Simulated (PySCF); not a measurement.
# BH6PSi: the cost of one run

The runs use PySCF 2.14.0, with density-fitted response routines of our own; the level of theory stands in each step. All values are computed, except where a source is named. Atoms are numbered from 0 throughout.

## 1. Starting geometry

9 atoms, charge 0, multiplicity 1; geometry from: PBE0-D3(BJ)/def2-SVP.

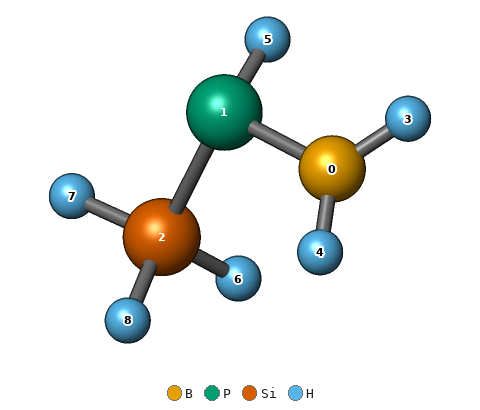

The starting geometry (boron amber, phosphorus teal, silicon orange, hydrogen blue), atoms numbered.

## 2. TDDFT and polarisability: wB97X-D/def2-SVPD

Job settings and geometry (Å):

```
{"job": {"kind": "uv", "xc": "wB97X-D", "basis": "def2-SVPD", "ip": true}, "charge": 0, "multiplicity": 1}
B     -1.765404    -0.384509    -0.240524
P     -0.479977     0.065254     1.013667
Si     1.410772     0.496222    -0.111458
H     -2.570566    -1.250439    -0.001282
H     -1.865248     0.298829    -1.230726
H     -0.202174    -1.108859     1.761794
H      1.915761    -0.667767    -0.899490
H      2.465890     0.914724     0.857679
H      1.086985     1.625987    -1.029909
```

With the program's defaults for keys left out, this is: TDDFT wB97X-D/def2-SVPD, vertical, gas phase, core orbitals frozen in the response.

On the command line:

```bash
> OMP_NUM_THREADS=1 python probes_run.py task.json out
```

One launch serves the whole session: the jobs run in the order shown.

Q: Estimate the wall time and peak memory of this first job on 1 thread of Arm Neoverse V2, shared host.

About 12 s, with a peak of 0.53 GiB.
